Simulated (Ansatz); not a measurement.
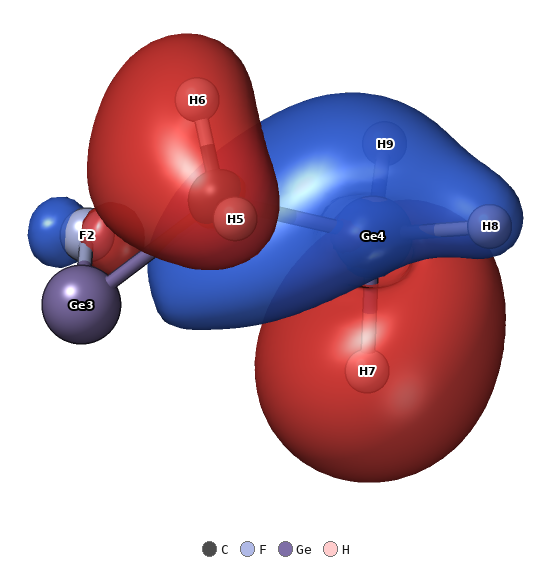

Figure 1: CH5FGe2 (SMILES [F][Ge][CH2][GeH3]). The HOMO−1 at ±0.08 Å⁻³ᐟ² (red and blue are the two phases), seen from one side.

Geometry: PBE0-D3(BJ)/def2-SVP.

Computed with isolated molecule in a Gaussian basis; Kohn-Sham density functional theory, functional PBE0 in Ansatz.

The calculation's input:

```
basis:
  gaussian: {orbitals: def2-TZVPD}
crystal:
  periodic: [false, false, false]
  atoms:
    - {symbol: C, position_ang: [-0.021911, 2.098376, 1.671002]}
    - {symbol: F, position_ang: [0.957348, 2.410708, -0.881016]}
    - {symbol: Ge, position_ang: [0.523128, 1.011011, 0.112052]}
    - {symbol: Ge, position_ang: [1.545582, 3.114730, 2.296452]}
    - {symbol: H, position_ang: [-0.423357, 1.475300, 2.485178]}
    - {symbol: H, position_ang: [-0.784211, 2.835088, 1.365099]}
    - {symbol: H, position_ang: [2.837325, 2.342276, 1.941646]}
    - {symbol: H, position_ang: [1.501550, 3.276848, 3.827719]}
    - {symbol: H, position_ang: [1.596037, 4.488838, 1.616140]}
hamiltonian: {xc: pbe0}
output: {forces: true, orbitals: {seedname: orbitals}}
```

Launched as:

```sh
ansatz run input.yaml --threads 2 --pin off --max-ram 4350MiB --events-out events.jsonl --progress --plain --runs-dir runs
```

Question: Describe this orbital and give its energy.

Answer: By Hirshfeld shares it lies mainly on Ge4 (about 35 %), C1 (about 25 %) and H7 (about 25 %). Its energy is −9.28 eV.
